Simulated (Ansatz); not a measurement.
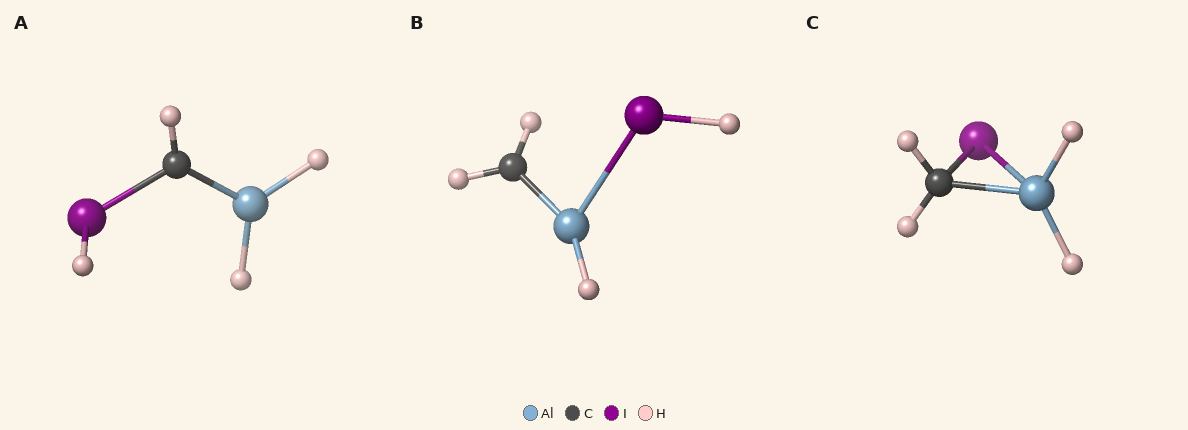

3 stationary structures of one formula. Geometries: PBE-D4/def2-SVP. Electronic energies: PBE-D4/def2-SVP (Ansatz 0.2.0), without zero-point energy. No frequency run is at hand to confirm each as a minimum. Each is one conformer, not always the lowest.

### Which structure is the most stable?

C is lowest (Cs); B lies 44.6 kcal/mol above it (C1), A lies 74.0 kcal/mol above it (C1).
